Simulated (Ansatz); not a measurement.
Consider Se (space group P3_121, No. 152; a = 4.5294 Å, c = 5.0424 Å; made of chains). Axes: x lies along a and z along c of the hexagonal cell.

One thing is altered: tensile biaxial strain of 0.93 % in the plane normal to [001], as in epitaxy on a mismatched substrate; the out-of-plane cell vector and the atoms relax.

Calculations: Ansatz (a program for electronic structure), PBE, PAW, cutoff 420 eV, spin-orbit coupling left out, earlier PAW set.

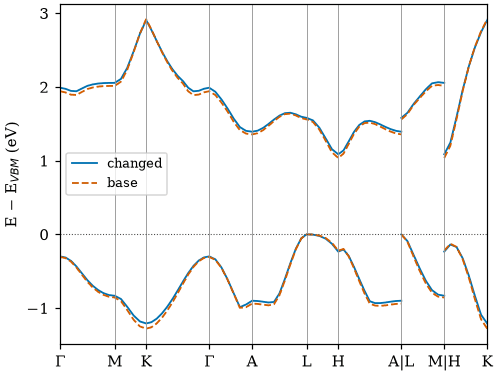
Figure. Highest valence and lowest conduction band along the path, each from its own valence-band maximum

The gap is 1.09 eV, indirect, L → H; the base has 1.04 eV.

Stability against distortions was not tested. No dispersion term is included, though the crystal is made of layers, chains or molecules, so its spacings can come out too wide.
